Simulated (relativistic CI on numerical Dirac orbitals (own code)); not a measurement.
## Run report: Dy²⁺, relativistic CI calculation

Dy²⁺. Computed at this level: Dirac-Coulomb-Breit CI, KLI orbitals optimised for each configuration, model QED (radiative potential, 1s self-energy scaled to tabulated hydrogen-like ionisation energies), valence Slater integrals scaled by 0.7 (relativistic CI on numerical Dirac orbitals, in-house).

### Key numbers

```tsv
quantity	value
outcome	converged
lowest level	4f¹⁰ ⁵I₈
first excited level	4f¹⁰ ⁵I₇, 4,251 cm⁻¹
levels computed	107
SCF iterations	22
hardware	1 CPU thread, shared host
```

### Notes

Caveats: near-neutral ion: configurations can be misplaced by up to about 10000 cm⁻¹, over 20000 where the f count changes; rates and lifetimes follow the computed energies and can be off by orders of magnitude; not all moves of one electron into or out of the f shell are listed, so low levels are missing; one configuration only, which need not be the ion's lowest.

### Input
```
atom Dy  Z=66  charge=2  electrons=64
nucleus A=164  rms_radius_fm=5.2218
hamiltonian dirac-coulomb  breit=on  qed=on  c_scale=1
orbitals kli  potential=per-configuration
slater_scale 0.7
correlation none
mixing on
configurations
  [Xe] 4f10
end
```

The program writes its results to a structured record and prints no log; tables and figures of this report are taken from that record.

### The lowest 20 levels

| Configuration | Level | E (eV) | LS purity (%) | Landé g | Lifetime (s; – stable or not computed) |
| --- | --- | --- | --- | --- | --- |
| 4f¹⁰ | ⁵I₈ | 0 | 92 | 1.238 | – |
| 4f¹⁰ | ⁵I₇ | 0.5270 | 96 | 1.172 | 3.0×10⁻¹ |
| 4f¹⁰ | ⁵I₆ | 0.8800 | 93 | 1.073 | 6.0×10⁻¹ |
| 4f¹⁰ | ⁵I₅ | 1.130 | 87 | 0.921 | 1.5×10⁰ |
| 4f¹⁰ | ⁵I₄ | 1.337 | 86 | 0.629 | 3.2×10⁰ |
| 4f¹⁰ | ⁵F₅ | 1.602 | 70 | 1.326 | 1.4×10⁰ |
| 4f¹⁰ | [(4f₇/₂)⁴] J = 2 | 1.848 | 51 | 1.624 | 5.3×10⁶ |
| 4f¹⁰ | ³K₈ | 1.873 | 69 | 1.104 | 9.9×10⁻² |
| 4f¹⁰ | ⁵F₄ | 1.948 | 89 | 1.331 | 1.4×10⁰ |
| 4f¹⁰ | ⁵F₃ | 2.151 | 86 | 1.245 | 2.6×10⁰ |
| 4f¹⁰ | J = 2 (even, mixed) | 2.151 | 43 | 1.318 | 2.8×10⁰ |
| 4f¹⁰ | J = 6 (even, mixed) | 2.258 | 50 | 1.244 | 1.3×10⁻¹ |
| 4f¹⁰ | ⁵F₁ | 2.286 | 70 | 0.179 | 1.2×10⁰ |
| 4f¹⁰ | ³K₇ | 2.364 | 83 | 1.011 | 1.3×10⁻¹ |
| 4f¹⁰ | J = 5 (even, mixed) | 2.378 | 38 | 1.221 | 1.7×10⁻¹ |
| 4f¹⁰ | [(4f₅/₂)⁵ (4f₇/₂)⁵] J = 4 | 2.588 | 46 | 1.089 | 2.5×10⁻¹ |
| 4f¹⁰ | ³L₉ | 2.599 | 90 | 1.100 | 1.0×10⁰ |
| 4f¹⁰ | [(4f₅/₂)⁵ (4f₇/₂)⁵] J = 6 | 2.680 | 46 | 1.210 | 1.1×10⁻¹ |
| 4f¹⁰ | ³K₆ | 2.757 | 83 | 0.900 | 2.9×10⁻¹ |
| 4f¹⁰ | J = 2 (even, mixed) | 2.788 | 38 | 1.040 | 1.7×10⁻¹ |

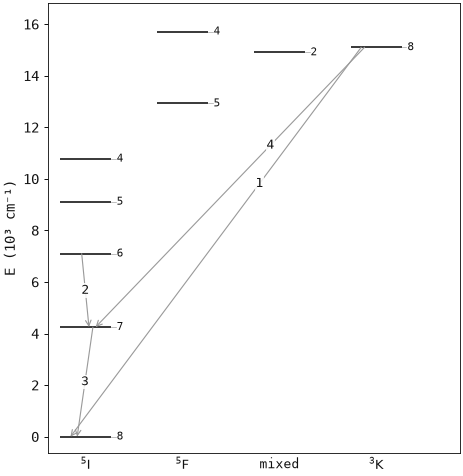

Levels of Dy²⁺ (dysprosium, Z = 66) with 4 numbered transitions. Rates are at computed energies.

```tsv
No.	Upper	Lower	Type	λ (vacuum)	A (s⁻¹)
1	4f¹⁰ ³K₈	4f¹⁰ ⁵I₈	M1	662.1 nm	9.0
2	4f¹⁰ ⁵I₆	4f¹⁰ ⁵I₇	M1	3512 nm	1.7
3	4f¹⁰ ⁵I₇	4f¹⁰ ⁵I₈	M1	2353 nm	3.4
4	4f¹⁰ ³K₈	4f¹⁰ ⁵I₇	M1	921.4 nm	1.1
```

Line 1 has the largest rate; it falls in the visible region.
